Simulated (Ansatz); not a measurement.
# C₅H₆ClF₃O₄Ti: a short trajectory

Aim: follow C₅H₆ClF₃O₄Ti for 30 steps at constant energy (700 K) and see how far bonds stretch and how energy moves between motion and potential.

Computed with Ansatz 0.2.0, Gaussian basis. Level: revPBE/def2-SVP with D4 dispersion.

## Step 1: The relaxed structure

The geometry comes from an earlier relaxation with PBE0-D4 in a triple-zeta def2 set; it is a stationary point, not always the lowest conformer.

SMILES `CC1=CC(C(F)(F)F)=[O+][Ti-]([OH])([OH])([Cl])[O]1`, 20 atoms, charge 0, spin multiplicity 1.

Atoms are counted from 1 here; the program's logs count them from 0.

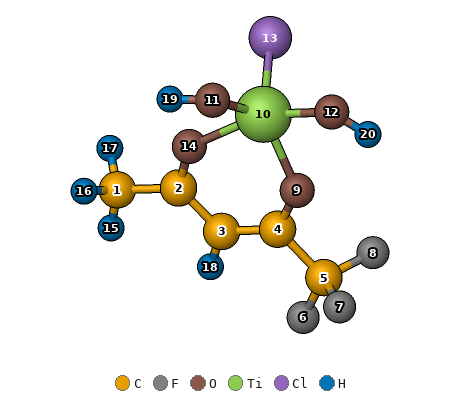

The geometry (carbon amber, fluorine grey, oxygen brown, titanium green, chlorine purple, hydrogen blue); atoms are numbered from 1 in the order of the file.

As a file:

```
C    -1.8702   -1.2679    1.8538
C    -0.8981   -0.6383    0.9134
C    -1.2498    0.5170    0.1882
C    -0.3450    1.0771   -0.6779
C    -0.7379    2.3059   -1.5038
F    -1.9771    2.7197   -1.2392
F    -0.6678    2.0224   -2.8041
F     0.0949    3.3141   -1.2543
O     0.8398    0.6899   -0.9051
Ti    2.0145   -0.7519   -0.1295
O     2.1165   -2.5147   -0.4226
O     3.1894   -0.2076   -1.3491
Cl    2.9183   -0.1484    1.8054
O     0.2268   -1.1849    0.8029
H    -2.8307   -0.7565    1.8619
H    -2.0125   -2.3150    1.5774
H    -1.4410   -1.2567    2.8589
H    -2.2308    0.9504    0.2995
H     1.5756   -3.1318    0.0780
H     3.1931    0.5866   -1.8875
```

## Step 2: Dynamics

Contents of in.yaml:

```yaml
crystal:
  periodic: [false, false, false]
  atoms:
    - {symbol: C, position_ang: [-1.870156, -1.267936, 1.853768]}
    - {symbol: C, position_ang: [-0.898114, -0.638289, 0.913366]}
    - {symbol: C, position_ang: [-1.249786, 0.517026, 0.188227]}
    - {symbol: C, position_ang: [-0.344970, 1.077108, -0.677893]}
    - {symbol: C, position_ang: [-0.737913, 2.305928, -1.503821]}
    - {symbol: F, position_ang: [-1.977135, 2.719662, -1.239151]}
    - {symbol: F, position_ang: [-0.667823, 2.022402, -2.804150]}
    - {symbol: F, position_ang: [0.094943, 3.314108, -1.254267]}
    - {symbol: O, position_ang: [0.839783, 0.689919, -0.905058]}
    - {symbol: Ti, position_ang: [2.014480, -0.751913, -0.129547]}
    - {symbol: O, position_ang: [2.116515, -2.514682, -0.422644]}
    - {symbol: O, position_ang: [3.189357, -0.207565, -1.349123]}
    - {symbol: Cl, position_ang: [2.918325, -0.148412, 1.805405]}
    - {symbol: O, position_ang: [0.226831, -1.184896, 0.802925]}
    - {symbol: H, position_ang: [-2.830679, -0.756455, 1.861943]}
    - {symbol: H, position_ang: [-2.012453, -2.315045, 1.577394]}
    - {symbol: H, position_ang: [-1.440956, -1.256724, 2.858883]}
    - {symbol: H, position_ang: [-2.230789, 0.950374, 0.299518]}
    - {symbol: H, position_ang: [1.575567, -3.131821, 0.078029]}
    - {symbol: H, position_ang: [3.193072, 0.586612, -1.887504]}
basis:
  gaussian: {orbitals: def2-SVP}
hamiltonian: {xc: {name: revPBE}, dispersion: d4}
md: {timestep: 0.5 fs, n_steps: 30, ensemble: nve, temperature: 700, initial_velocities: maxwell_boltzmann, seed: 90}
```

Launch:

```
$ ansatz run in.yaml --threads 11 --pin off --events-out ev --progress --plain --max-ram 110592MiB --backend cuda --devices 0, --max-vram 75GiB
```

What it wrote:

```text
Functional definition: revPBE
  name "revPBE"
  cite "Zhang & Yang, Phys. Rev. Lett. 80, 890 (1998) doi:10.1103/PhysRevLett.80.890"
  cite "Perdew, Burke & Ernzerhof, Phys. Rev. Lett. 77, 3865 (1996) doi:10.1103/PhysRevLett.77.3865"
  parameter kappa = 1.245
  parameter beta = 0.06672455060314922
  exchange = pbe_x(kappa = kappa, mu = beta*pi^2/3)
  correlation = pbe_c(beta = beta)
2729 factors; their error is unknown
mean field evaluation 1: about -57207.3044 eV, gradient 1.1e2 eV
mean field evaluation 2: about -56709.1178 eV, gradient 4.6e2 eV
mean field evaluation 4: about -57186.5249 eV, gradient 1.7e2 eV
mean field evaluation 8: about -57221.3362 eV, gradient 7.5e1 eV
mean field evaluation 16: about -57231.4539 eV, gradient 1.3e-5 eV
mean field -57231.45394080 eV, -2103.2171394515 hartree, gradient 1.3e-5 eV, S^2 0.000000; 0 other end points of the search recorded, 0 dependent functions left out
the calculation of the forces begins
reference -57231.45406021 eV, -2103.2171438398 hartree; 67, 67 occupied and 180, 180 virtual orbitals, 2729 factors
md step     0: t =     0.00 fs  T =   700.0 K  F+E_penalty+E_count = -57233.39092629 eV  E_kin = 1.628676 eV  conserved = -57231.76225031 eV  (55 SCF iters)
these checks for a lower state are left out or cut short: starts, cluster_reference, orbital_swaps, neighbouring_geometries, increment
2729 factors; their error is unknown
mean field -57231.42361239 eV, -2103.2160249030 hartree, gradient 2.5e-5 eV, S^2 0.000000; 0 other end points of the search recorded, 0 dependent functions left out
the calculation of the forces begins
reference -57231.42373190 eV, -2103.2160292952 hartree; 67, 67 occupied and 180, 180 virtual orbitals, 2729 factors
md step     1: t =     0.50 fs  T =   687.2 K  F+E_penalty+E_count = -57233.36069326 eV  E_kin = 1.598872 eV  conserved = -57231.76182115 eV  (38 SCF iters, 3 dispersion substeps)
these checks for a lower state are left out or cut short: starts, cluster_reference, orbital_swaps, neighbouring_geometries, increment
2729 factors; their error is unknown
mean field -57231.37845396 eV, -2103.2143653614 hartree, gradient 2.5e-5 eV, S^2 0.000000; 0 other end points of the search recorded, 0 dependent functions left out
the calculation of the forces begins
reference -57231.37857354 eV, -2103.2143697560 hartree; 67, 67 occupied and 180, 180 virtual orbitals, 2729 factors
md step     2: t =     1.00 fs  T =   667.9 K  F+E_penalty+E_count = -57233.31538637 eV  E_kin = 1.554081 eV  conserved = -57231.76130571 eV  (38 SCF iters, 3 dispersion substeps)
[... from here on, the SCF cycles and remarks between the steps are left out ...]
md step     3: t =     1.50 fs  T =   645.5 K  F+E_penalty+E_count = -57233.26281543 eV  E_kin = 1.501885 eV  conserved = -57231.76093012 eV  (39 SCF iters, 3 dispersion substeps)
md step     4: t =     2.00 fs  T =   622.4 K  F+E_penalty+E_count = -57233.20887259 eV  E_kin = 1.448099 eV  conserved = -57231.76077366 eV  (39 SCF iters, 3 dispersion substeps)
md step     5: t =     2.50 fs  T =   599.8 K  F+E_penalty+E_count = -57233.15626417 eV  E_kin = 1.395509 eV  conserved = -57231.76075556 eV  (39 SCF iters, 3 dispersion substeps)
md step     6: t =     3.00 fs  T =   578.0 K  F+E_penalty+E_count = -57233.10559165 eV  E_kin = 1.344853 eV  conserved = -57231.76073846 eV  (39 SCF iters, 3 dispersion substeps)
md step     7: t =     3.50 fs  T =   557.3 K  F+E_penalty+E_count = -57233.05735037 eV  E_kin = 1.296712 eV  conserved = -57231.76063813 eV  (39 SCF iters, 3 dispersion substeps)
md step     8: t =     4.00 fs  T =   538.4 K  F+E_penalty+E_count = -57233.01320138 eV  E_kin = 1.252736 eV  conserved = -57231.76046538 eV  (39 SCF iters, 3 dispersion substeps)
md step     9: t =     4.50 fs  T =   522.4 K  F+E_penalty+E_count = -57232.97582417 eV  E_kin = 1.215522 eV  conserved = -57231.76030194 eV  (39 SCF iters, 3 dispersion substeps)
md step    10: t =     5.00 fs  T =   510.4 K  F+E_penalty+E_count = -57232.94770383 eV  E_kin = 1.187462 eV  conserved = -57231.76024165 eV  (40 SCF iters, 3 dispersion substeps)
md step    11: t =     5.50 fs  T =   502.6 K  F+E_penalty+E_count = -57232.92972652 eV  E_kin = 1.169389 eV  conserved = -57231.76033752 eV  (40 SCF iters, 3 dispersion substeps)
md step    12: t =     6.00 fs  T =   498.5 K  F+E_penalty+E_count = -57232.92040593 eV  E_kin = 1.159838 eV  conserved = -57231.76056814 eV  (40 SCF iters, 3 dispersion substeps)
md step    13: t =     6.50 fs  T =   496.6 K  F+E_penalty+E_count = -57232.91623146 eV  E_kin = 1.155392 eV  conserved = -57231.76083958 eV  (40 SCF iters, 3 dispersion substeps)
md step    14: t =     7.00 fs  T =   495.2 K  F+E_penalty+E_count = -57232.91312432 eV  E_kin = 1.152104 eV  conserved = -57231.76101990 eV  (40 SCF iters, 3 dispersion substeps)
md step    15: t =     7.50 fs  T =   493.2 K  F+E_penalty+E_count = -57232.90843245 eV  E_kin = 1.147423 eV  conserved = -57231.76100934 eV  (40 SCF iters, 3 dispersion substeps)
md step    16: t =     8.00 fs  T =   490.6 K  F+E_penalty+E_count = -57232.90239700 eV  E_kin = 1.141584 eV  conserved = -57231.76081311 eV  (40 SCF iters, 3 dispersion substeps)
md step    17: t =     8.50 fs  T =   488.9 K  F+E_penalty+E_count = -57232.89801822 eV  E_kin = 1.137452 eV  conserved = -57231.76056653 eV  (40 SCF iters, 3 dispersion substeps)
md step    18: t =     9.00 fs  T =   489.4 K  F+E_penalty+E_count = -57232.89903470 eV  E_kin = 1.138577 eV  conserved = -57231.76045766 eV  (40 SCF iters, 3 dispersion substeps)
md step    19: t =     9.50 fs  T =   492.8 K  F+E_penalty+E_count = -57232.90708609 eV  E_kin = 1.146474 eV  conserved = -57231.76061163 eV  (39 SCF iters, 3 dispersion substeps)
md step    20: t =    10.00 fs  T =   498.1 K  F+E_penalty+E_count = -57232.91982258 eV  E_kin = 1.158816 eV  conserved = -57231.76100678 eV  (40 SCF iters, 3 dispersion substeps)
md step    21: t =    10.50 fs  T =   502.7 K  F+E_penalty+E_count = -57232.93119073 eV  E_kin = 1.169706 eV  conserved = -57231.76148463 eV  (41 SCF iters, 3 dispersion substeps)
md step    22: t =    11.00 fs  T =   503.7 K  F+E_penalty+E_count = -57232.93378017 eV  E_kin = 1.171944 eV  conserved = -57231.76183591 eV  (41 SCF iters, 3 dispersion substeps)
md step    23: t =    11.50 fs  T =   498.6 K  F+E_penalty+E_count = -57232.92200970 eV  E_kin = 1.160108 eV  conserved = -57231.76190198 eV  (40 SCF iters, 3 dispersion substeps)
md step    24: t =    12.00 fs  T =   486.9 K  F+E_penalty+E_count = -57232.89456641 eV  E_kin = 1.132907 eV  conserved = -57231.76165954 eV  (41 SCF iters, 3 dispersion substeps)
md step    25: t =    12.50 fs  T =   470.0 K  F+E_penalty+E_count = -57232.85485868 eV  E_kin = 1.093636 eV  conserved = -57231.76122259 eV  (40 SCF iters, 3 dispersion substeps)
md step    26: t =    13.00 fs  T =   450.7 K  F+E_penalty+E_count = -57232.80937672 eV  E_kin = 1.048607 eV  conserved = -57231.76076989 eV  (41 SCF iters, 3 dispersion substeps)
md step    27: t =    13.50 fs  T =   431.8 K  F+E_penalty+E_count = -57232.76502396 eV  E_kin = 1.004581 eV  conserved = -57231.76044282 eV  (26 SCF iters, 3 dispersion substeps)
md step    28: t =    14.00 fs  T =   415.4 K  F+E_penalty+E_count = -57232.72689766 eV  E_kin = 0.966602 eV  conserved = -57231.76029597 eV  (40 SCF iters, 3 dispersion substeps)
md step    29: t =    14.50 fs  T =   402.7 K  F+E_penalty+E_count = -57232.69734339 eV  E_kin = 0.937034 eV  conserved = -57231.76030893 eV  (41 SCF iters, 3 dispersion substeps)
these checks for a lower state are left out or cut short: starts, cluster_reference, orbital_swaps, neighbouring_geometries, increment
2729 factors; their error is unknown
mean field -57230.75664341 eV, -2103.1915142453 hartree, gradient 1.1e-5 eV, S^2 0.000000; 0 other end points of the search recorded, 0 dependent functions left out
the calculation of the forces begins
reference -57230.75676284 eV, -2103.1915186341 hartree; 67, 67 occupied and 180, 180 virtual orbitals, 2729 factors
2729 factors; their error is unknown
mean field -57230.75664341 eV, -2103.1915142453 hartree, gradient 1.9e-5 eV, S^2 0.000000; 1 other end points of the search recorded, 0 dependent functions left out
the calculation of the forces begins
reference -57230.75676284 eV, -2103.1915186341 hartree; 67, 67 occupied and 180, 180 virtual orbitals, 2729 factors
md step    30: t =    15.00 fs  T =   393.6 K  F+E_penalty+E_count = -57232.67616544 eV  E_kin = 0.915734 eV  conserved = -57231.76043189 eV  (27 SCF iters, 3 dispersion substeps)
Total energy: -57232.67628487 eV, -2103.2620597676 hartree
Atom 0 at    -1.753277    -1.308405     1.933913 Å, force    -0.834210     1.304321     0.421708 eV/Å
Atom 1 at    -0.892252    -0.552286     0.942628 Å, force     1.411226    -1.375669    -0.280867 eV/Å
Atom 2 at    -1.341948     0.563492     0.201126 Å, force     0.745098    -0.006853    -0.521226 eV/Å
Atom 3 at    -0.428238     1.110943    -0.764673 Å, force     0.753265    -2.255573     2.216638 eV/Å
Atom 4 at    -0.738032     2.320265    -1.491349 Å, force    -0.972520     2.123809    -1.809913 eV/Å
Atom 5 at    -2.029285     2.682861    -1.164345 Å, force     0.646593     0.511884    -0.972419 eV/Å
Atom 6 at    -0.593605     2.012829    -2.827433 Å, force    -0.815373     0.635321     0.442992 eV/Å
Atom 7 at     0.094298     3.388292    -1.265872 Å, force    -0.654840    -0.766430     0.249466 eV/Å
Atom 8 at     0.728188     0.666764    -1.080700 Å, force     0.450028    -0.328979     0.629819 eV/Å
Atom 9 at     2.058909    -0.722121    -0.135524 Å, force    -0.611949    -0.083776    -2.234444 eV/Å
Atom 10 at     2.140933    -2.516271    -0.305604 Å, force    -0.411860    -0.349402     1.118114 eV/Å
Atom 11 at     3.252660    -0.216664    -1.390163 Å, force     0.039702     0.161078     0.395310 eV/Å
Atom 12 at     2.816616    -0.275307     1.810235 Å, force     0.895141     0.600486     1.372956 eV/Å
Atom 13 at     0.302644    -1.099731     0.779103 Å, force    -2.177851     1.022667     0.472757 eV/Å
Atom 14 at    -2.823398    -0.871118     2.013114 Å, force     1.304925    -0.764311    -0.171862 eV/Å
Atom 15 at    -1.720965    -2.365413     1.627181 Å, force    -0.299514    -0.232791     0.071557 eV/Å
Atom 16 at    -1.269270    -1.235209     2.947362 Å, force    -0.207650    -0.083165    -0.412918 eV/Å
Atom 17 at    -2.387659     0.916924     0.307435 Å, force     0.600010     0.065118     0.022491 eV/Å
Atom 18 at     1.684937    -2.866180     0.527629 Å, force     0.504684     0.125706    -1.199778 eV/Å
Atom 19 at     3.638348     0.536970    -1.885172 Å, force    -0.364905    -0.303441     0.189621 eV/Å
Dipole moment:    -0.609855    -0.042621     0.308451 e Å
```

Wall time 25 s (1 × H100 with 11 threads of AMD EPYC 7R13, shared host).

## Step 3: Frames and traces

Every 2 steps, with energies from the start:

```tsv
time (fs)	T (K)	potential (meV)	conserved (meV)	O9–Ti10 (Å)
0.0	700	0.0	0.00	2.015
1.0	668	75.5	0.94	2.027
2.0	622	182.1	1.48	2.039
3.0	578	285.3	1.51	2.051
4.0	538	377.7	1.79	2.062
5.0	510	443.2	2.01	2.072
6.0	498	470.5	1.68	2.082
7.0	495	477.8	1.23	2.091
8.0	491	488.5	1.44	2.099
9.0	489	491.9	1.79	2.107
10.0	498	471.1	1.24	2.114
11.0	504	457.1	0.41	2.121
12.0	487	496.4	0.59	2.127
13.0	451	581.5	1.48	2.133
14.0	415	664.0	1.95	2.138
15.0	394	714.8	1.82	2.143
```

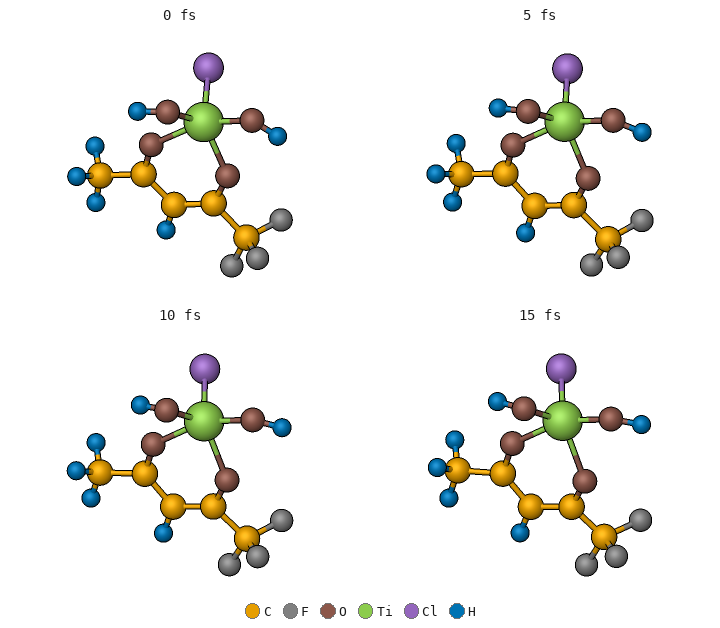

Four frames; sticks are those of the first frame.

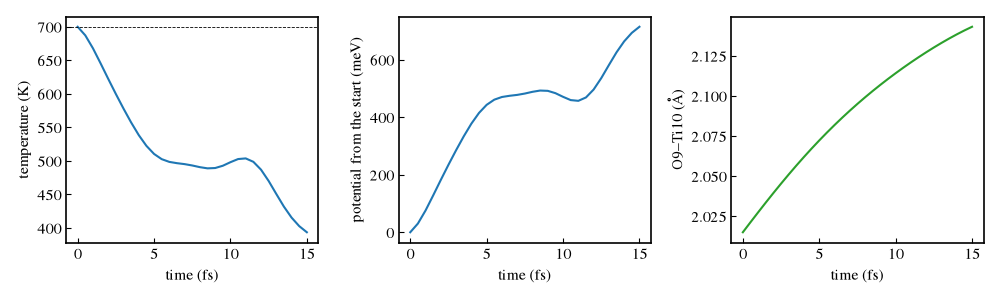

Temperature (the set value dashed), potential energy and the bond that swings most.

Positions (Å) and forces (eV/Å) at 15.0 fs:

```xyz
20

C    -1.753   -1.308    1.934   -0.834    1.304    0.422
C    -0.892   -0.552    0.943    1.411   -1.376   -0.281
C    -1.342    0.563    0.201    0.745   -0.007   -0.521
C    -0.428    1.111   -0.765    0.753   -2.256    2.217
C    -0.738    2.320   -1.491   -0.973    2.124   -1.810
F    -2.029    2.683   -1.164    0.647    0.512   -0.972
F    -0.594    2.013   -2.827   -0.815    0.635    0.443
F     0.094    3.388   -1.266   -0.655   -0.766    0.249
O     0.728    0.667   -1.081    0.450   -0.329    0.630
Ti    2.059   -0.722   -0.136   -0.612   -0.084   -2.234
O     2.141   -2.516   -0.306   -0.412   -0.349    1.118
O     3.253   -0.217   -1.390    0.040    0.161    0.395
Cl    2.817   -0.275    1.810    0.895    0.600    1.373
O     0.303   -1.100    0.779   -2.178    1.023    0.473
H    -2.823   -0.871    2.013    1.305   -0.764   -0.172
H    -1.721   -2.365    1.627   -0.300   -0.233    0.072
H    -1.269   -1.235    2.947   -0.208   -0.083   -0.413
H    -2.388    0.917    0.307    0.600    0.065    0.022
H     1.685   -2.866    0.528    0.505    0.126   -1.200
H     3.638    0.537   -1.885   -0.365   -0.303    0.190
```

## Step 4: What came out

```
                              quantity                          value
                                length             30 steps of 0.5 fs
     temperature, first and last frame                     700, 394 K
              temperature, second half  mean 469 K, from 394 to 504 K
                swing of the potential                        715 meV
largest change of the conserved energy                       2.01 meV
                      range of O9–Ti10               2.015 to 2.143 Å
```

**Reading.** From 700 K at the start the temperature swings between 394 and 700 K: with 20 atoms it has no steady value yet; starting near a minimum, about half of the kinetic energy flows into the potential. The conserved energy moves by 2.01 meV, 0.3 % of the potential's swing, so the step is short enough for this stretch. O9–Ti10 swings as far as any bond, by 0.13 Å; no bond breaks. A run of 15 fs gives no averages.
